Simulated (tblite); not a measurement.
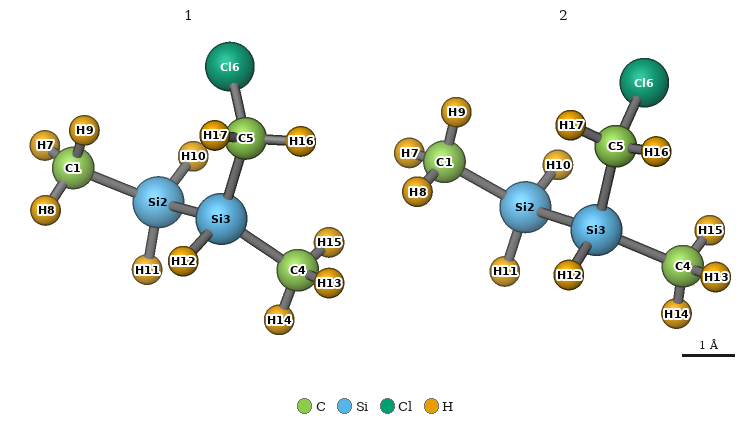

Two geometries of C₃H₁₁ClSi₂, drawn at one scale. One is the start of a relaxation, the other its converged end. A ball-and-stick model, seen from a free direction.

The calculation used GFN2-xTB geometry optimisation, gas phase (tblite). 

> Which geometry has the lower energy?

Structure 2 is the relaxed one. The atom that moves furthest after the best rigid fit is Cl6 (0.83 Å). Largest moves by element: Cl 0.83 Å, H 0.69 Å, Si 0.22 Å, C 0.21 Å. Among the contacts that change: Si2–Si3 2.202 → 2.324 Å, Si3–C5 1.859 → 1.926 Å, C4–H14 1.126 → 1.086 Å, Si3–C4 1.864 → 1.902 Å. Bond angles that change, for instance: Si2–Si3–H12 109.2° → 117.0°, C4–Si3–C5 112.2° → 106.2°, H7–C1–H8 113.0° → 107.6°. Groups turn about Si3–C5 by about 40°. The energy falls by 50.2 kJ/mol in 122 geometry steps. Cost: 1 s on 1 thread of Arm Neoverse V1, on a shared host.
